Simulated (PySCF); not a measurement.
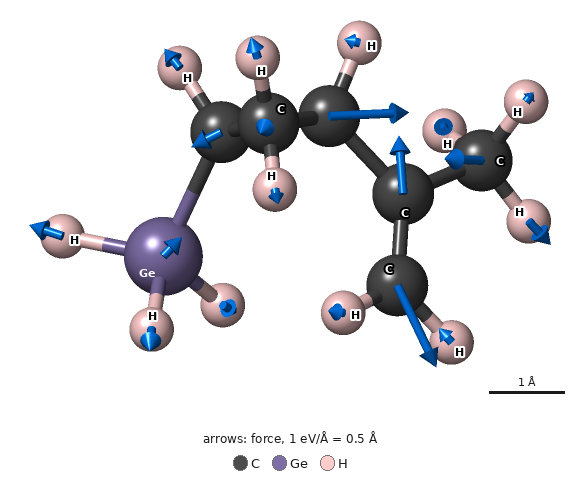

Starting geometry of C₆H₁₂Ge with the computed forces as blue arrows. Style: ball-and-stick. Shown at a tilt.

The start comes from GFN2-xTB. Its atoms were then displaced at random by about 0.01 Å.

Theory: PySCF 2.14.0, density-fitted response routines, PBE0-D3(BJ)/def2-SVP geometry optimisation, gas phase. 

What follows when this structure is relaxed?

Answer. It isn't relaxed: the largest force vector, on a C atom, is 2.46 eV/Å. The final displacements have little in common with the starting forces (cosine between the two patterns 0.03). The energy falls by 6.86 kcal/mol in 11 geometry steps. An H atom moves most after the best rigid fit: 0.93 Å. By element the largest moves are H 0.93 Å, C 0.54 Å, Ge 0.36 Å. Near-neighbour distances that change, for instance: Ge–H 1.491 → 1.543 Å, C–C 1.480 → 1.520 Å, C–C 1.310 → 1.339 Å, C–H 1.072 → 1.099 Å. Among the angles between lasting bonds that change: C–C–H 108.6° → 113.2°, C–C–H 118.2° → 114.0°, C–C–H 125.7° → 121.8°. Groups turn about C–C by about 30°. Cost: 5.6 min on 1 thread of Arm Neoverse N1, with other jobs on the host.
